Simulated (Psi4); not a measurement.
# BNH3F (SMILES NBF) at 5 levels

Wanted: a comparison of 5 runs (HF/STO-3G, HF/pcseg-1, PBE/6-31G, B3LYP/6-31G*, MP2/6-31G**) of BNH3F. 

The results are computed with Psi4 1.11.

5 further runs of the same task are left out: 5 set aside as unsound or not needed.

## (1) Starting point

BNH3F: 6 atoms, total charge 0, spin state singlet. As SMILES, `NBF`. Geometry: relaxed at PBE0-D4/def2-TZVP.

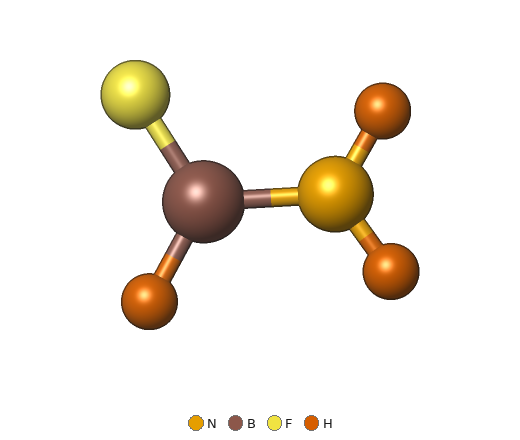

Viewed from a chosen angle; nitrogen amber, boron brown, fluorine yellow, hydrogen orange.

## (2) Energy and forces at HF/STO-3G (run 1)

The input, job.in:

```
memory 1.6 GB

molecule molecule1 {
  N     -0.426400     0.101100    -0.582100
  B      0.415700    -0.151700     0.493800
  F      0.446700     0.710400     1.515900
  H     -0.487800    -0.513300    -1.373400
  H     -1.022000     0.910700    -0.632200
  H      1.115700    -1.121200     0.531800
  symmetry c1
}

set basis STO-3G
set reference rhf
set puream true
set e_convergence 1e-09
set d_convergence 1e-08
set scf_type pk

E, wfn = gradient("hf", return_wfn=True)
print_variables()
```

Started as:

```
$ psi4 job.in job.out -n 1
```

job.out:

```text
[...]
  Running in c1 symmetry.
[...]
  Nuclear repulsion =   65.180622369518190
[...]
  Multiplicity = 1
[...]
  Nalpha       = 12
  Nbeta        = 12
[...]
    Number of basis functions: 18
[...]
   @RHF iter   1:  -177.93752256703539   -1.89353e+00   1.36152e-02 ADIIS/DIIS
[...]
   @RHF iter  10:  -177.98506016500338   -1.93268e-12   6.93737e-09 DIIS
[...]
    Orbital Energies [Eh]
    ---------------------
    Doubly Occupied:
       1A    -25.911147     2A    -15.319039     3A     -7.431887
       4A     -1.472656     5A     -1.097631     6A     -0.659231
       7A     -0.636111     8A     -0.562236     9A     -0.498201
      10A     -0.494581    11A     -0.401462    12A     -0.357356
[...]
  @RHF Final Energy:  -177.98506016500338
   => Energetics <=
    Nuclear Repulsion Energy =             65.1806223695181899
    One-Electron Energy =                -376.6482861586769104
    Two-Electron Energy =                 133.4826036241553595
    Total Energy =                       -177.9850601650033752
[...]
 Multipole Moments:
 ------------------------------------------------------------------------------------
     Multipole            Electronic (a.u.)      Nuclear  (a.u.)        Total (a.u.)
 ------------------------------------------------------------------------------------
 L = 1.  Multiply by 2.5417464519 to convert [e a0] to [Debye]
 Dipole X            :          0.9470524           -1.3159375           -0.3688852
 Dipole Y            :          1.4398687           -1.4470758           -0.0072070
 Dipole Z            :          3.1540955           -3.7581444           -0.6040489
 Magnitude           :                                                    0.7078158
[...]
  -Total Gradient:
     Atom            X                  Y                   Z
    ------   -----------------  -----------------  -----------------
       1       -0.012470113668     0.005860954872    -0.013550698676
       2       -0.012155151954    -0.003915353544    -0.024036087994
       3        0.000446621907     0.015936818945     0.018697755654
       4        0.003065495899     0.006283972787     0.012050413183
       5        0.007840092393    -0.008710624733     0.002836943902
       6        0.013273055422    -0.015455768327     0.004001673932
[...]
```

It took 2.2 s on 1 thread of Intel Xeon Platinum 8375C at 2.90GHz (Ice Lake), shared host; peak memory 0.18 GiB.

## (3) Energy and gradient at HF/pcseg-1 (run 2)

The input, input.dat:

```
memory 1600 MB

molecule mol {
  N     -0.426400     0.101100    -0.582100
  B      0.415700    -0.151700     0.493800
  F      0.446700     0.710400     1.515900
  H     -0.487800    -0.513300    -1.373400
  H     -1.022000     0.910700    -0.632200
  H      1.115700    -1.121200     0.531800
  units angstrom
  symmetry c1
}

set globals {
  reference     rhf
  puream        true
  e_convergence 1e-09
  d_convergence 1e-08
  scf_type      pk
}

energy_value, wavefunction = gradient("hf/pcseg-1", return_wfn=True)
oeprop(wavefunction, "LOWDIN_CHARGES", "QUADRUPOLE", "MULLIKEN_CHARGES", title="HF")
```

Started as:

```
$ psi4 -i input.dat -o output.dat -n 1
```

output.dat:

```text
[...]
  Running in c1 symmetry.
[...]
  Nuclear repulsion =   65.180622369518190
[...]
  Multiplicity = 1
[...]
  Nalpha       = 12
  Nbeta        = 12
[...]
    Number of basis functions: 57
[...]
   @RHF iter   1:  -180.28160493981088   -8.23862e-01   8.18991e-03 ADIIS/DIIS
[...]
   @RHF iter  11:  -180.37629938825847   -1.08002e-12   3.59899e-09 DIIS
[...]
    Orbital Energies [Eh]
    ---------------------
    Doubly Occupied:
       1A    -26.255499     2A    -15.549741     3A     -7.647861
       4A     -1.598237     5A     -1.173915     6A     -0.774758
       7A     -0.712710     8A     -0.690232     9A     -0.658296
      10A     -0.633365    11A     -0.511828    12A     -0.445758
[...]
  @RHF Final Energy:  -180.37629938825847
   => Energetics <=
    Nuclear Repulsion Energy =             65.1806223695181899
    One-Electron Energy =                -377.8094456234580889
    Two-Electron Energy =                 132.2525238656814395
    Total Energy =                       -180.3762993882584738
[...]
  -Total Gradient:
     Atom            X                  Y                   Z
    ------   -----------------  -----------------  -----------------
       1        0.003757288489    -0.001607590976     0.004249273151
       2       -0.001452884907     0.000839032579    -0.001387990511
       3        0.000274505443     0.003034781217     0.003872898947
       4       -0.000245614063    -0.004857024863    -0.005851728081
       5       -0.004577568641     0.006274705615    -0.000339278257
       6        0.002244273679    -0.003683903572    -0.000543175247
[...]
 Multipole Moments:
 ------------------------------------------------------------------------------------
     Multipole            Electronic (a.u.)      Nuclear  (a.u.)        Total (a.u.)
 ------------------------------------------------------------------------------------
 L = 1.  Multiply by 2.5417464519 to convert [e a0] to [Debye]
 Dipole X            :          0.9039228           -1.3159375           -0.4120147
 Dipole Y            :          1.2544300           -1.4470758           -0.1926457
 Dipole Z            :          2.8752942           -3.7581444           -0.8828502
 Magnitude           :                                                    0.9931228
 L = 2.  Multiply by 1.3450342976 to convert [e a0^2] to [Debye ang]
 Quadrupole XX       :        -34.7386656           22.0398966          -12.6987690
 Quadrupole XY       :          0.6283398           -1.0959564           -0.4676167
[...]
```

Wall time 4.5 s (1 thread of Intel Xeon Platinum 8375C at 2.90GHz (Ice Lake), shared host); peak memory 0.2 GiB.

## (4) Energy and gradient at PBE/6-31G (run 3)

The input, bfh3n.xyz:

```xyz
6
BFH3N
N     -0.426400     0.101100    -0.582100
B      0.415700    -0.151700     0.493800
F      0.446700     0.710400     1.515900
H     -0.487800    -0.513300    -1.373400
H     -1.022000     0.910700    -0.632200
H      1.115700    -1.121200     0.531800
```

The input, run_ase.py:

```python
import numpy as np
from ase.calculators.psi4 import Psi4
from ase.io import read

mol = read('bfh3n.xyz')
calc = Psi4(atoms=mol, method='pbe', basis='6-31G', memory='1600MB', num_threads=1, charge=0, multiplicity=1, label='psi4-calc', reference='rks')
calc.psi4.set_options({'puream': True, 'e_convergence': 1e-09, 'd_convergence': 1e-08, 'scf_type': 'pk', 'dft_radial_points': 99, 'dft_spherical_points': 590})
mol.calc = calc

forces = mol.get_forces()
print(f'energy: {mol.get_potential_energy():.6f} eV')
print('forces / eV A^-1')
print(np.round(forces, 5))
```

Started as:

```
$ python run_ase.py
```

psi4-calc.dat:

```text
[...]
  Running in c1 symmetry.
[...]
  Nuclear repulsion =   65.180622369518190
[...]
  Multiplicity = 1
[...]
  Nalpha       = 12
  Nbeta        = 12
[...]
    Number of basis functions: 33
[...]
   @RKS iter   1:  -180.82904551885414   -1.50546e-01   2.38410e-02 ADIIS/DIIS
[...]
   @RKS iter  11:  -181.09439258144528   -1.13687e-13   1.98321e-09 DIIS
[...]
    Orbital Energies [Eh]
    ---------------------
    Doubly Occupied:
       1A    -24.246987     2A    -13.996688     3A     -6.542247
       4A     -1.083930     5A     -0.798586     6A     -0.483462
       7A     -0.475361     8A     -0.418029     9A     -0.363929
      10A     -0.363835    11A     -0.280553    12A     -0.247477
[...]
  @RKS Final Energy:  -181.09439258144528
   => Energetics <=
    Nuclear Repulsion Energy =             65.1806223695181899
    One-Electron Energy =                -377.9415819604689659
    Two-Electron Energy =                 154.0815115227712226
    DFT Exchange-Correlation Energy =     -22.4149445132657128
    Empirical Dispersion Energy =           0.0000000000000000
    VV10 Nonlocal Energy =                  0.0000000000000000
    Total Energy =                       -181.0943925814452768
[...]
 Multipole Moments:
 ------------------------------------------------------------------------------------
     Multipole            Electronic (a.u.)      Nuclear  (a.u.)        Total (a.u.)
 ------------------------------------------------------------------------------------
 L = 1.  Multiply by 2.5417464519 to convert [e a0] to [Debye]
 Dipole X            :          0.7964903           -1.3159375           -0.5194472
 Dipole Y            :          1.3738583           -1.4470758           -0.0732174
 Dipole Z            :          2.8363247           -3.7581444           -0.9218197
 Magnitude           :                                                    1.0606309
[...]
  -Total Gradient:
     Atom            X                  Y                   Z
    ------   -----------------  -----------------  -----------------
       1        0.001599495780     0.000609914806     0.003262946176
       2       -0.004913826962     0.026063019978     0.021455800371
       3       -0.001949712049    -0.026958572301    -0.033538015888
       4        0.000096808026     0.007261375444     0.008354430285
       5        0.006434109724    -0.009142073324     0.000084092628
       6       -0.001256646928     0.002141581400     0.000369341749
[...]
```

On the terminal:

```text
energy: -4927.829423 eV
forces / eV A^-1
[[-0.08225 -0.03136 -0.16779]
 [ 0.25268 -1.34021 -1.1033 ]
 [ 0.10026  1.38627  1.72459]
 [-0.00498 -0.37339 -0.4296 ]
 [-0.33086  0.4701  -0.00432]
 [ 0.06462 -0.11012 -0.01899]]
```

Wall time 9.9 s (1 thread of Intel Xeon Platinum 8375C at 2.90GHz (Ice Lake), shared host); peak memory 0.53 GiB.

Run 4 isn't shown in full; the table further down has it.

## (5) A single-point energy at MP2/6-31G(d,p) (spherical functions) (run 5)

The input, job.json:

```json
{
 "schema_name": "qcschema_input",
 "schema_version": 1,
 "molecule": {
  "schema_name": "qcschema_molecule",
  "schema_version": 2,
  "symbols": ["N", "B", "F", "H", "H", "H"],
  "geometry": [-0.80577922, 0.19105131, -1.10000958, 0.78555915, -0.28667145, 0.93314676, 0.84414066, 1.34246144, 2.86463583, -0.9218084, -0.96999642, -2.59534986, -1.9313001, 1.72097358, -1.19468486, 2.10836744, -2.11876093, 1.00495635],
  "molecular_charge": 0,
  "molecular_multiplicity": 1,
  "fix_symmetry": "c1",
  "fix_com": true,
  "fix_orientation": true
 },
 "driver": "energy",
 "model": {
  "method": "mp2",
  "basis": "6-31G**"
 },
 "keywords": {
  "reference": "rhf",
  "puream": true,
  "e_convergence": 1e-09,
  "d_convergence": 1e-08,
  "scf_type": "pk",
  "num_frozen_docc": 3,
  "mp2_type": "conv"
 }
}
```

Started as:

```
$ psi4 --qcschema job.json -n 1 --memory 1600MB
```

stdout:

```text
[...]
  Running in c1 symmetry.
[...]
  Nuclear repulsion =   65.180622408729860
[...]
  Multiplicity = 1
[...]
  Nalpha       = 12
  Nbeta        = 12
[...]
    Number of basis functions: 57
[...]
   @RHF iter   1:  -180.35363576911561   -7.98283e-01   7.21232e-03 ADIIS/DIIS
[...]
   @RHF iter  11:  -180.42678333308368   -9.66338e-13   3.98590e-09 DIIS
[...]
    Orbital Energies [Eh]
    ---------------------
    Doubly Occupied:
       1A    -26.270598     2A    -15.557910     3A     -7.637519
       4A     -1.579937     5A     -1.164057     6A     -0.761029
       7A     -0.701880     8A     -0.677712     9A     -0.644999
      10A     -0.621582    11A     -0.502900    12A     -0.436845
[...]
  @RHF Final Energy:  -180.42678333308368
   => Energetics <=
    Nuclear Repulsion Energy =             65.1806224087298602
    One-Electron Energy =                -378.1008734529974049
    Two-Electron Energy =                 132.4934677111838823
    Total Energy =                       -180.4267833330836766
[...]
 Multipole Moments:
 ------------------------------------------------------------------------------------
     Multipole            Electronic (a.u.)      Nuclear  (a.u.)        Total (a.u.)
 ------------------------------------------------------------------------------------
 L = 1.  Multiply by 2.5417464519 to convert [e a0] to [Debye]
 Dipole X            :         -5.5604011            5.1398661           -0.4205350
 Dipole Y            :        -10.7568903           10.6183711           -0.1385192
 Dipole Z            :        -20.7978901           19.9623108           -0.8355792
 Magnitude           :                                                    0.9456373
[...]
	SCS-MP2 Total Energy (a.u.)        :  -180.84225099494148
	SOS-MP2 Total Energy (a.u.)        :  -180.80652784586437
	SCSN-MP2 Total Energy (a.u.)       :  -180.61540156021073
[...]
	SOS-PI-MP2 Total Energy (a.u.)     :  -180.86981859799448
[...]
	MP2 Total Energy (a.u.)            :  -180.85040654096554
[...]
```

The result, in JSON:

```text
{
 "driver": "energy",
 "model": {
  "method": "mp2",
  "basis": "6-31G**"
 },
 "success": true,
 "return_result": -180.85040654096554,
 "properties": {
  "calcinfo_nbasis": 57,
  "calcinfo_nmo": 57,
  "calcinfo_nalpha": 12,
  "calcinfo_nbeta": 12,
  "calcinfo_natom": 6,
  "nuclear_repulsion_energy": 65.18062240872986,
  "return_energy": -180.85040654096554,
  "scf_one_electron_energy": -378.1008734529974,
  "scf_two_electron_energy": 132.49346771118388,
  "scf_dipole_moment": [-0.42053503521869384, -0.13851923107597486, -0.8355792480159963],
  "scf_total_energy": -180.42678333308368,
  "scf_iterations": 11,
  "mp2_same_spin_correlation_energy": -0.10716944723129024,
  "mp2_opposite_spin_correlation_energy": -0.3164537606505791,
  "mp2_singles_energy": 0.0,
  "mp2_doubles_energy": -0.42362320788186936,
  "mp2_correlation_energy": -0.42362320788186025,
  "mp2_total_energy": -180.85040654096554
 }
}
```

Wall time 3.3 s (1 thread of Intel Xeon Platinum 8375C at 2.90GHz (Ice Lake), shared host); peak memory 0.23 GiB.

## (6) Overview of the runs

| run | level | integration grid | task | energy (Eh) | dipole moment (D) | HOMO energy (eV) | LUMO energy (eV) | wall time |
| --- | --- | --- | --- | --- | --- | --- | --- | --- |
| 1 | HF/STO-3G | – | gradient | -177.985060 | 1.80 | -9.72 | 9.78 | 2.2 s |
| 2 | HF/pcseg-1 | – | gradient | -180.376299 | 2.52 | -12.13 | 4.48 | 4.5 s |
| 3 | PBE/6-31G | 99 radial × 590 angular | gradient | -181.094393 | 2.70 | -6.73 | 0.45 | 9.9 s |
| 4 | B3LYP/6-31G* (Cartesian functions) | 99 radial × 590 angular | energy | -181.346243 | 2.39 | -7.84 | 1.47 | 11 s |
| 5 | MP2/6-31G** (spherical functions) | – | energy | -180.850407 | – | -11.89 | 5.59 | 3.3 s |

## (7) Summary of results

```
                                          quantity          value
                               run 5: total energy  -180.85041 Eh
        run 5: HOMO energy (Hartree–Fock orbitals)      -11.89 eV
        run 5: LUMO energy (Hartree–Fock orbitals)        5.59 eV
      run 5: HOMO–LUMO gap (Hartree–Fock orbitals)       17.48 eV
run 5: correlation energy (3 core orbitals frozen)     -423.6 mEh
```

In words: Over runs 1, 2, 3, 4 the dipole moment (its size) runs from 1.80 D (HF/STO-3G) to 2.70 D (PBE/6-31G). The two ends differ in method and basis. Over runs 1, 2, 3, 4 the HOMO–LUMO gap runs from 7.19 eV (PBE/6-31G) to 19.51 eV (HF/STO-3G). Totals of different functionals can't be ranked against each other. In run 1 the basis is minimal, so the values are rough. All runs together took 31 s, the longest 11 s.
